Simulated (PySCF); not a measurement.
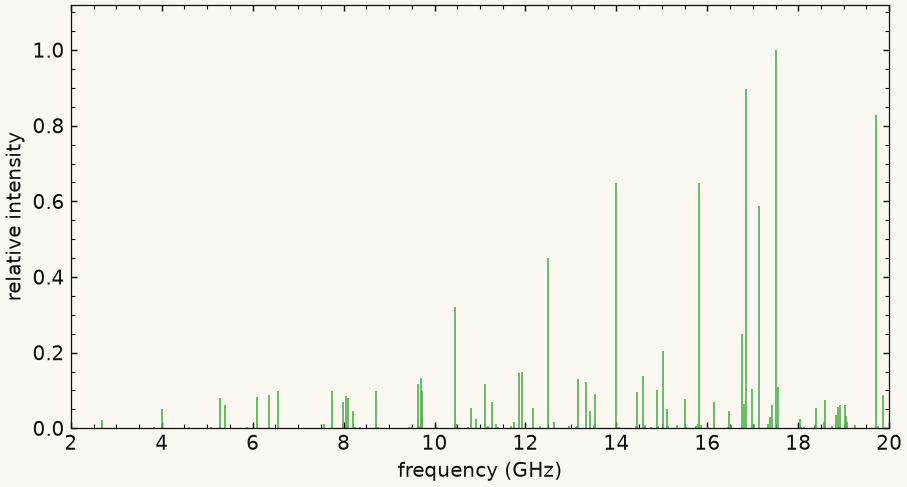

Simulated rotational absorption lines between 2 and 20 GHz at 2 K: rigid rotor with the equilibrium constants and dipole of one optimised conformer (PBE0-D3(BJ)/def2-SVP, PySCF 2.14.0), commonest isotopes; no centrifugal distortion, hyperfine structure, internal rotation or nuclear-spin weights; lines within 1 MHz of each other are summed.

Question: Which molecule gives this spectrum?
A. C₂H₉NSi₂, SMILES C1N[SiH2]C[SiH2]1
B. C₂H₇AlN₂, SMILES C1C[NH][AlH][NH]1, singlet
C. C₂H₄ClGa, SMILES C=[CH][GaH][Cl], singlet

Answer: Option A. Rotational constants A, B, C = 4.625, 2.934, 1.943 GHz, |μa|, |μb|, |μc| = 0.07, 0.66, 0.20 D.

Known limits of this run: coarse grid, loose stop and no frequency check, small forces are noise and the end may be a saddle.
